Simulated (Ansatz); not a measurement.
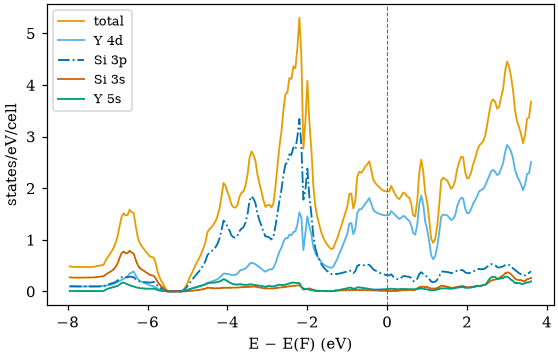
Figure. Total and projected density of states of YSi in space group Cmcm (No. 63; Y on 4c, Si on 4c), plane-wave PAW r²SCAN (Ansatz code)

**Question.** Which orbitals carry the states next to the Fermi level?

**Answer.** Within 0.5 eV of the Fermi level: Y 4d 75 %, Si 3p 17 %. Projections are on Löwdin-orthogonalised atomic valence shells; empty p or d shells of many metals are not among them.

**Question.** Where is the tallest occupied peak in this window, and what makes it?

**Answer.** Near -2.2 eV, about 5.3 states/eV per cell; the largest projected share is Si 3p.

The first step of the workflow began from a Materials Project structure, measured or hypothetical; the Crystallography Open Database copy checked does not list it. Its standing as an ambient phase is unchecked. The r²SCAN relaxation kept the symmetry of its start; its stability against distortions is not shown here. The run is not spin-polarised. Spin–orbit coupling is left out wherever it is not named.

Potentials: the earlier of the program's two PAW sets.
